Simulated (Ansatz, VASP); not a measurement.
# Cross-check of KF (Carobbiite) between VASP and Ansatz

Aim: how closely do two programs agree when they are given the same cell, functional and k mesh? The cell is taken from a series of VASP runs on this material, whose earlier steps may have relaxed, scaled or displaced it; both programs get it as it stands. Valence electrons are named where the data sets of a main pair hold unlike numbers.

Main program and level: Ansatz 0.2.0; plane waves, with VASP 6.6.1 beside it; band structure at HSE06.

## Step 1: The structure

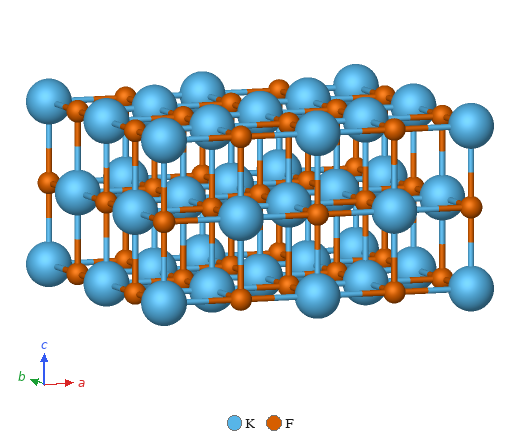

The cell as given, slightly off an axis (potassium blue, fluorine orange). 2×2×1 cells are drawn. This picture shows the conventional cell, with its axes. Some periodic images of atoms are drawn too.

## Step 2: Ansatz: band structure, HSE06

Ansatz runs on its default PAW (the set named soft_2) files.

The same path points are solved in both programs, so levels can be compared one by one.

input.yaml

```yaml
crystal:
  lattice:
    - [0.0, 2.6735, 2.6735]
    - [2.6735, 0.0, 2.6735]
    - [2.6735, 2.6735, 0.0]
  atoms:
    - { symbol: K, position: [0.0, 0.0, 0.0] }
    - { symbol: F, position: [0.5, 0.5, 0.5] }
hamiltonian:
  xc: { exchange: pbe, correlation: pbe, exx: { coeff: 0.25, omega: 0.2 } }
  pseudopotentials: { kind: paw }
kpoints:
  mp_grid: { grid: [5, 5, 5] }
  band_path:
    path:
      - [0.0, 0.0, 0.0]
      - [0.5, 0.0, 0.5]
      - [0.5, 0.22222, 0.72222]
      - [0.40278, 0.34722, 0.75]
      - [0.125, 0.125, 0.25]
      - [0.27778, 0.27778, 0.27778]
      - [0.55556, 0.38889, 0.55556]
      - [0.58333, 0.25, 0.66667]
      - [0.5, 0.30556, 0.69444]
      - [0.48611, 0.48611, 0.52778]
      - [0.625, 0.25, 0.625]
      - [0.5, 0.0, 0.5]
    npoints: 1
scf:
  occupations: { method: gaussian, width: 0.03 }
  n_extra_bands: 7
output:
  forces: true
  stress: true
  eigenvalues: true
```

Command:

```sh
ansatz run input.yaml --threads 4 --pin off --max-ram 9216MiB --backend cpu --events-out ev --progress --plain --runs-dir out
```

Numbers of over 12 decimals in the logs are rounded to 6 here.

What it wrote:

```text
Warning: output.stress: scf.convergence.dr2_threshold = 1e-7 eV (the SCF's general default) is looser than the 2e-10 eV advised for a printed stress (1e-10 eV for each atom of the cell: 2). What an SCF threshold leaves in a stress goes as its square root, and in the free energy as the threshold itself, and one threshold admits the most on a small cell: [figures from the program's tests cut] Set scf.convergence.dr2_threshold to 2e-10 eV or tighter. The threshold is an SCF's pass mark: one that does not reach it within its budget of iterations ends unconverged, or closes short of it on a stop that the run arms, and scf.convergence.dr2_threshold's page says what that costs each kind of run
Warning: output.stress: scf.exx.energy_threshold = 1e-6 eV is looser than the 2e-8 eV advised for a stress under a hybrid functional (1e-8 eV for each atom of the cell: 2). Every SCF of the exchange loop can meet its threshold on dr2 while the loop round them stops early: no threshold on dr2 bounds what that leaves in the stress. Set scf.exx.energy_threshold to 2e-8 eV or tighter. The threshold is the loop's pass mark: a loop that does not reach it within its budget of cycles ends unconverged, and scf.exx.energy_threshold's page has the law
scf.n_extra_bands = 7 over 8 filled bands (N_el = 16.0): the run solves 15 bands
Engine: ansatz 0.2.0, aarch64-unknown-linux-gnu
Pseudopotentials: kind: paw
Pseudopotential: K, paw, valence charge 9, recommended cutoff 420 eV (normal), K.paw.azcp
Pseudopotential: F, paw, valence charge 7, recommended cutoff 420 eV (normal), F.paw.azcp
Functional definition: unnamed
  parameter a_1 = 0.25
  parameter omega_1 = 0.2/angstrom
  exchange = pbe_x + (-a_1)*pbe_x_sr(omega_1) + a_1*exact_x_sr(omega_1)
  correlation = pbe_c
Crystal: 2 atoms, lattice volume = 38.218 Å³
Basis set: ecut = 420 eV, 725 PW (Γ), exchange–correlation on 54×54×54 points (8 copies of the dense FFT grid, shifted against one another)
Bands: 15, of which v1, the nominal top of the filled ones, is band 8 counted from 1 (7 counted from 0)
Symmetry: 48 space group operations
Space group: Fm-3m (ITA 225), of the structure as read, at distance tolerance 3.4e-5 Å
k-points: 10 of 125
Non-local potential: K, projectors of the file, l = 0: 3, l = 1: 2, l = 2: 2
Non-local potential: F, projectors of the file, l = 0: 2, l = 1: 2, l = 2: 1
PAW form: soft (Blöchl's): semilocal exchange-correlation on the pseudo side does not see the compensation charge
PAW frozen core: K, regenerated for the run's functional, and the local potential with it (the file was generated under x = pbe(κ = 0.804, μ = 0.219515), c = pbe(β = 0.066725))
PAW frozen core: F, regenerated for the run's functional, and the local potential with it (the file was generated under x = pbe(κ = 0.804, μ = 0.219515), c = pbe(β = 0.066725))
PAW one-centre angular grid: K, 110 points (default); XC on 64 Gauss nodes
PAW one-centre angular grid: F, 110 points (default); XC on 64 Gauss nodes
Initial density: superposition of atomic densities (neutral atoms: chi_scale 0, normalization atom), corrected by the library's trained network
Initial wavefunctions: pseudopotential atomic-orbital guess
Functional: x = pbe(κ = 0.804, μ = 0.219515), c = pbe(β = 0.066725), warm-up for x = pbe(κ = 0.804, μ = 0.219515) + 0.25 (exact − pbe) at short range (hse, ω = 0.2 Å⁻¹), c = pbe(β = 0.066725)
SCF iter   1: F=—  HF=-2348.796123 eV  |F-HF|=—  |Δ(HF+E_count)|=         —  Δρ=6.68e-4  dr2=1.11e-4  ethr=1.77e-3  ⟨swp⟩=2.0  Hψ=1087  notcnv=0
preconditioner: auto → none  [insulator: Δε(μ)=6.168 eV  Ē_g=19.282 eV  σ=0.030 eV  W_gap=1.00  n_scr=14 (ndim 8)  ℏωp=22.5 eV  f_vac=0.124  D(μ)=0.00/eV (n_scr^D=0)]
SCF iter   2: F=-2348.796286 eV  HF=-2348.796249 eV  |F-HF|=3.71e-5  |Δ(HF+E_count)|=   1.27e-4  Δρ=3.87e-4  dr2=2.39e-5  ethr=6.93e-7  ⟨swp⟩=3.3  Hψ=363  notcnv=0  defer=1
SCF 1 stopped early in 2 iterations: F = -2348.796286 eV  dr2 = 2.39e-5
  greatest PAW one-centre occupation: 0.988 electrons in one spin orbital (limit 2), on the K atom at site 0 (counted from 0), in its partial waves of l = 0
Initial density: handed on by an earlier stage of this run
Initial wavefunctions: those handed on with the density
Functional: x = pbe(κ = 0.804, μ = 0.219515) + 0.25 (exact − pbe) at short range (hse, ω = 0.2 Å⁻¹), c = pbe(β = 0.066725)
Exchange kernel: α = 0.2500, screened, ω = 0.2000 Å⁻¹, Wigner–Seitz truncation, v(0) = 1123.1140 eV·Å³, q-mesh 5×5×5, nearest image of the exchange supercell L = 18.90 Å, pair-density grid 15×15×15, without the augmentation charges, whose exchange is taken in its separable form by FFT convolution over the k-point mesh (sized by the pseudopotential files, 24×24×24 at the most), smooth part of the exact exchange by density-matrix convolution
Frozen-core exchange: fock
SCF iter   1: F=—  HF=-2349.502199 eV  |F-HF|=—  |Δ(HF+E_count)|=         —  Δρ=7.94e-3  dr2=2.98e-2  ethr=1.49e-6  ⟨swp⟩=6.2  Hψ=727  notcnv=0
preconditioner: auto → none  [insulator: Δε(μ)=8.405 eV  Ē_g=22.137 eV  σ=0.030 eV  W_gap=1.00  n_scr=14 (ndim 8)  ℏωp=22.5 eV  f_vac=0.122  D(μ)=0.00/eV (n_scr^D=0)]
SCF iter   2: F=—  HF=-2349.494586 eV  |F-HF|=—  |Δ(HF+E_count)|=   7.61e-3  Δρ=6.15e-3  dr2=5.19e-3  ethr=1.49e-6  ⟨swp⟩=4.4  Hψ=498  notcnv=0
SCF iter   3: F=—  HF=-2349.495867 eV  |F-HF|=—  |Δ(HF+E_count)|=   1.28e-3  Δρ=2.12e-3  dr2=8.48e-4  ethr=1.49e-6  ⟨swp⟩=4.0  Hψ=424  notcnv=0
SCF iter   4: F=—  HF=-2349.495562 eV  |F-HF|=—  |Δ(HF+E_count)|=   3.05e-4  Δρ=9.27e-4  dr2=2.15e-4  ethr=1.49e-6  ⟨swp⟩=2.0  Hψ=231  notcnv=0
iter 5 solved again at ethr=7.36e-10 eV; its pass at ethr=1.04e-6 eV (dr2=1.18e-7 eV) is discarded
SCF iter   5: F=—  HF=-2349.495490 eV  |F-HF|=—  |Δ(HF+E_count)|=   7.24e-5  Δρ=4.90e-5  dr2=3.63e-5  ethr=7.36e-10  ⟨swp⟩=4.6  Hψ=748  notcnv=0
eigensolver tolerance schedule calibrated: the retry pair's looser diagonalisation under-reported the residual by θ = 0.80 (0.25/decade); ethr = c·dr2/N_el runs at the constant in force after the calibration composes with the one it found (an armed cap, an earlier calibration), c = 1.6e-2
SCF iter   6: F=—  HF=-2349.495745 eV  |F-HF|=—  |Δ(HF+E_count)|=   2.55e-4  Δρ=6.15e-4  dr2=9.42e-5  ethr=5.66e-10  ⟨swp⟩=5.1  Hψ=522  notcnv=0
SCF iter   7: F=-2349.495714 eV  HF=-2349.495715 eV  |F-HF|=1.47e-6  |Δ(HF+E_count)|=   2.97e-5  Δρ=3.09e-5  dr2=1.36e-6  ethr=5.66e-10  ⟨swp⟩=5.0  Hψ=477  notcnv=0
SCF 2 stopped early in 7 iterations: F = -2349.495714 eV  dr2 = 1.36e-6
  greatest PAW one-centre occupation: 0.989 electrons in one spin orbital (limit 2), on the K atom at site 0 (counted from 0), in its partial waves of l = 0
hybrid outer 1: dexx = +3.319e-3 eV, tail = 6.33e-6 eV
Exchange kernel: α = 0.2500, screened, ω = 0.2000 Å⁻¹, Wigner–Seitz truncation, v(0) = 1123.1140 eV·Å³, q-mesh 5×5×5, nearest image of the exchange supercell L = 18.90 Å, pair-density grid 15×15×15, without the augmentation charges, whose exchange is taken in its separable form by FFT convolution over the k-point mesh (sized by the pseudopotential files, 24×24×24 at the most), smooth part of the exact exchange by density-matrix convolution
Frozen-core exchange: fock
SCF iter   1: F=—  HF=-2349.495825 eV  |F-HF|=—  |Δ(HF+E_count)|=         —  Δρ=7.69e-5  dr2=1.52e-6  ethr=1.98e-7  ⟨swp⟩=3.0  Hψ=375  notcnv=0
preconditioner: auto → none  [insulator: Δε(μ)=8.197 eV  Ē_g=22.014 eV  σ=0.030 eV  W_gap=1.00  n_scr=14 (ndim 8)  ℏωp=22.5 eV  f_vac=0.141  D(μ)=0.00/eV (n_scr^D=0)]
SCF iter   2: F=—  HF=-2349.495824 eV  |F-HF|=—  |Δ(HF+E_count)|=   4.67e-7  Δρ=1.93e-5  dr2=4.15e-8  ethr=1.40e-9  ⟨swp⟩=3.7  Hψ=283  notcnv=0
SCF iter   3: F=-2349.495824 eV  HF=-2349.495824 eV  |F-HF|=6.59e-9  |Δ(HF+E_count)|=  3.94e-10  Δρ=5.84e-6  dr2=1.26e-8  ethr=3.45e-11  ⟨swp⟩=4.0  Hψ=407  notcnv=0
SCF 3 converged in 3 iterations: F = -2349.495824 eV  dr2 = 1.26e-8
  Residual-converged pass: ⟨swp⟩=2.0  Hψ=215  notcnv=0  max |occ|·‖R‖ = 2.2e-6 eV (tolerance 2.4e-6 eV)  dr2=1.26e-8  dr2_onsite=7.53e-10  max |Δocc| = 0.0e0
hybrid outer 2: dexx = +8.346e-8 eV, tail = 2.96e-8 eV, Δε = 1.99e-3 eV (about 1.53e-4 eV left of the loop's levels)
NSCF: frozen V_eff on 12 k-points
hybrid SCF converged: 2 outer / 10 inner (+2 warm-up), last move |dexx| = 8.35e-8 eV, tail = 2.96e-8 eV
Stability not checked: this state was not tested for a lower state beside it, because the functional holds exact exchange (a hybrid, or Hartree-Fock), whose exchange loop this test does not read (fock_operator; see scf.lower_state_search)
Free energy (F): -2349.495824 eV
Frozen-core exchange: fock
Harris-Foulkes:  -2349.495824 eV  (|F-HF|=6.59e-9)
Internal energy: -2349.495824 eV  (E = F + TS)
E sigma→0 (E₀):  -2349.495824 eV
Fermi energy:    3.942112 eV
--- Per-component energies (eV) ---
  E_band       = -157.846671
  E_kinetic    = 464.374518
  E_local      = -1114.110240  (includes V_loc(G=0)·N_el)
  E_nonlocal   = 84.574040
  E_hartree    = 403.082329
  E_xc         = -172.800367
  E_vxc        = -213.180438  (∫ρ·V_xc dr)
  E_exx        = -51.089347  (= α·E_x^exact, valence–valence)
  E_paw        = -975.905299  (= ΣΔE_a)
  E_vpaw       = -83.494839  (= ΣTr[D̂ρ^β])
  E_aug_tail   = 0.002056  (compensation charges beyond the density's cutoff)
  E_ewald      = -987.452138
  E_core_change = -0.171379  (= ΣΔE_core)
  E_smearing   = -0.000000  (= −TS)
  E_closure    = 0.000000  (closes the sum)
  Σ components = -2349.495824   (vs F -2349.495824, Δ=-4.55e-13)
--- Forces (eV/Å), atoms counted from 1 ---
  atom   1  K     -0.00000000     0.00000000     0.00000000
  atom   2  F      0.00000000     0.00000000     0.00000000
  max |Σ_I F_I| component: 2.59e-29 eV/Å
--- Stress (GPa, compression-positive) ---
        0.420975       0.000000       0.000000
        0.000000       0.420975       0.000000
        0.000000      -0.000000       0.420975
  P = ⅓ Tr σ = 0.4210 GPa (4.210 kbar)
--- Band table (eV; the first three rows and the last of 10) ---
  k-point 0: bands = [... 4 lower, -9.6561, -0.1555, -0.1555, -0.1555, 8.0396, 12.8905, 12.8905, 12.8905, ... 3 higher]
  k-point 1: bands = [... 4 lower, -9.6672, -0.4559, -0.2795, -0.2795, 9.0845, 12.3160, 13.4234, 13.4234, ... 3 higher]
  k-point 2: bands = [... 4 lower, -9.6847, -0.8706, -0.4738, -0.4738, 10.8577, 12.2763, 14.2764, 14.2764, ... 3 higher]
  k-point 9: bands = [... 4 lower, -9.7433, -0.5824, -0.3987, -0.2801, 11.3705, 11.9312, 13.6409, 15.8693, ... 3 higher]
```

Wall time 13 s (4 threads of Arm Neoverse V1, shared host); peak memory 0.59 GiB; 47 s of CPU time.

The column dr2 measures how far the density is from self-consistency, as an energy; F and HF (Harris–Foulkes) agree once it is small.

## Step 3: VASP: band structure, HSE06

The same cell, functional, mesh and smearing now go to VASP, with its own data sets.

Lines of VASP's logs that name or quote its potential files are left out, and so is its time.

The run reads the wave functions of an earlier VASP run, which isn't shown here.

INCAR

```
SYSTEM = KF
PREC = Accurate
ENCUT = 460
EDIFF = 1E-06
NELM = 100
ISMEAR = 0
SIGMA = 0.03
LREAL = .FALSE.
ALGO = Normal
LHFCALC = .TRUE.
AEXX = 0.25
GGA = PE
HFSCREEN = 0.2
LASPH = .TRUE.
NBANDS = 14
PRECFOCK = Fast
LORBIT = 11
LWAVE = .FALSE.
LCHARG = .FALSE.
KPAR = 4
```

POSCAR

```
KF
1.0
    0.0000000000      2.6735000000      2.6735000000
    2.6735000000      0.0000000000      2.6735000000
    2.6735000000      2.6735000000      0.0000000000
K F
1 1
Direct
    0.0000000000      0.0000000000      0.0000000000
    0.5000000000      0.5000000000      0.5000000000
```

KPOINTS

```
Automatic mesh
0
Gamma
5 5 5
0 0 0
```

KPOINTS_OPT

```
Line mode
10
Line-mode
Reciprocal
  0.00000000   0.00000000   0.00000000 GAMMA
  0.50000000   0.00000000   0.50000000 X

  0.50000000   0.00000000   0.50000000 X
  0.50000000   0.25000000   0.75000000 W

  0.50000000   0.25000000   0.75000000 W
  0.37500000   0.37500000   0.75000000 K

  0.37500000   0.37500000   0.75000000 K
  0.00000000   0.00000000   0.00000000 GAMMA

  0.00000000   0.00000000   0.00000000 GAMMA
  0.50000000   0.50000000   0.50000000 L

  0.50000000   0.50000000   0.50000000 L
  0.62500000   0.25000000   0.62500000 U

  0.62500000   0.25000000   0.62500000 U
  0.50000000   0.25000000   0.75000000 W

  0.50000000   0.25000000   0.75000000 W
  0.50000000   0.50000000   0.50000000 L

  0.50000000   0.50000000   0.50000000 L
  0.37500000   0.37500000   0.75000000 K

  0.62500000   0.25000000   0.62500000 U
  0.50000000   0.00000000   0.50000000 X
```

The projector-augmented-wave data sets are K_sv and F (PBE family, release 64).

Command:

```sh
mpirun -np 4 vasp_std
```

What it wrote:

```text
[banner, memory and clock lines left out]
running    4 mpi-ranks, on    1 nodes
 distrk:  each k-point on    1 cores,    4 groups
 distr:  one band on    1 cores,    1 groups

 POSCAR found type information on POSCAR K F
 POSCAR found :  2 types and       2 ions
 LDA part: xc-table for (Slater+PW92), standard interpolation
 found WAVECAR, reading the header
 POSCAR, INCAR and KPOINTS ok, starting setup
 FFT: planning ... GRIDC
 FFT: planning ... GRID_SOFT
 FFT: planning ... GRID
 reading WAVECAR
 the WAVECAR file was read successfully
 initial charge from wavefunction
 entering main loop
       N       E                     dE             d eps       ncg     rms          rms(c)
DAV:   1    -0.100245775732E+02   -0.10025E+02   -0.60850E-01   280   0.912E+00    0.253E+00
DAV:   2    -0.998929722045E+01    0.35280E-01   -0.65178E-02   280   0.247E+00    0.128E+00
DAV:   3    -0.998855266433E+01    0.74456E-03   -0.20111E-02   292   0.106E+00    0.781E-01
DAV:   4    -0.998830334182E+01    0.24932E-03   -0.62933E-04   364   0.258E-01    0.508E-01
DAV:   5    -0.998804771374E+01    0.25563E-03   -0.56934E-04   328   0.231E-01    0.324E-01
DAV:   6    -0.998801647953E+01    0.31234E-04   -0.54517E-05   396   0.756E-02    0.198E-01
DAV:   7    -0.998800141592E+01    0.15064E-04   -0.12783E-05   308   0.318E-02    0.117E-01
DAV:   8    -0.998799995740E+01    0.14585E-05   -0.47501E-06   280   0.206E-02    0.697E-02
DAV:   9    -0.998800047965E+01   -0.52225E-06   -0.14796E-06   264   0.131E-02
   1 F= -.99880005E+01 E0= -.99880005E+01  d E =-.147644E-21
 Start KPOINTS_OPT (optional k-point list driver)
k-point batch [1-10\100]
       N       E                     dE             ncg
DAV:   1    -0.880134801836E+03   -0.37259E+04      280
DAV:   2    -0.217446545097E+04   -0.12943E+04      376
DAV:   3    -0.224834917637E+04   -0.73884E+02      316
DAV:   4    -0.225050240316E+04   -0.21532E+01      432
DAV:   5    -0.225053590613E+04   -0.33503E-01      334
DAV:   6    -0.225053651377E+04   -0.60764E-03      426
DAV:   7    -0.225053652908E+04   -0.15314E-04      320
DAV:   8    -0.225053652923E+04   -0.14637E-06      176
[...]
k-point batch [91-100\100]
       N       E                     dE             ncg
DAV:   1    -0.109501207952E+04   -0.69929E+04      280
DAV:   2    -0.220542886010E+04   -0.11104E+04      346
DAV:   3    -0.226062475173E+04   -0.55196E+02      398
DAV:   4    -0.226207745766E+04   -0.14527E+01      438
DAV:   5    -0.226210558444E+04   -0.28127E-01      412
DAV:   6    -0.226210619861E+04   -0.61417E-03      432
DAV:   7    -0.226210621444E+04   -0.15833E-04      364
DAV:   8    -0.226210621468E+04   -0.23696E-06      278
```

[end of part 1 of 2]

[Lines on the potential files, build, host, timing and source positions are cut from VASP's logs without a mark.]

[Logs are printed without paths, hosts, clocks, repeated set-up lines and the standing remarks that a program may print on its own settings, such as how far it seeks lower states.]

[Hosts, paths, dates, database ids (printed as entryN), source tags and the programs' standing remarks are cut or masked in the printed files.]
